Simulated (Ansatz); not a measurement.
# Fields on a plane of MgO (rock salt)

```
MgO
1.0
    0.00000     2.12722     2.12722
    2.12722     0.00000     2.12722
    2.12722     2.12722     0.00000
O Mg
1 1
Direct
  0.00000   0.00000   0.00000
  0.50000   0.50000   0.50000
```

The slice is a {100} plane (indices of the conventional cell) through the point (0.000, 0.000, 0.000) (fractional), spanned by u = [100] and v = [0 1 -1] in vectors of this cell: u (3.01 Å) and v (3.01 Å, at 90° to u). It covers one period; positions are fractions (u, v).

Atoms on it: O at (0.00, 0.00); Mg at (0.50, 0.50).

Method: PBE (plane waves to 420 eV, PAW, scalar-relativistic; Ansatz, a program for electronic structure). k mesh 13×13×13. Inside the PAW spheres the values are not all-electron values, and peaks at nuclei hang on which shells count as valence. MgO was relaxed with its symmetry unable to fall. The PAW data are Ansatz's earlier set.

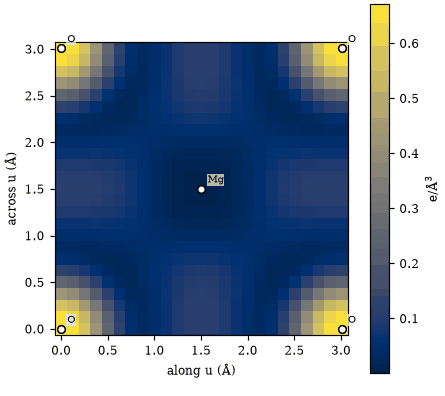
*Density of the lowest conduction band (whole band as if filled, smooth part) in e/Å³, one period of the plane, atoms marked. *

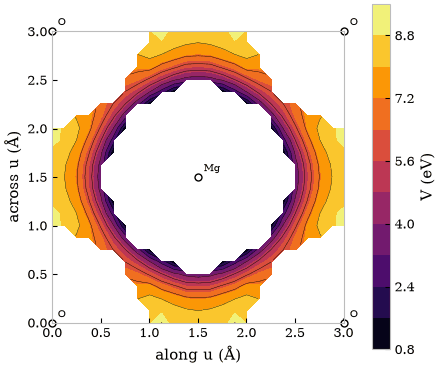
Figure: Electrostatic potential energy of an electron, from the cell's mean, in eV, one period of the plane, atoms marked. Points within 0.9 Å of a nucleus are left white, as the pseudised field means little there. Values under 1 eV are set to 1. The zero, the cell's mean, hangs on the PAW cores.

* **Density on the O–Mg line (2.13 Å) at its density minimum, 1.3 Å from O**: 0.25 e/Å³
* **ELF at that point**: 0.1
* **Character of the O–Mg contact (rough rule: ELF there above 0.7 covalent, below 0.2 ionic, polar between)**: closed-shell (ionic)
* **Element round which the density of the highest valence band (whole band, smooth part) is largest on this plane**: O
* **Element round which the density of the lowest conduction band (whole band as if filled, smooth part) is largest on this plane**: O
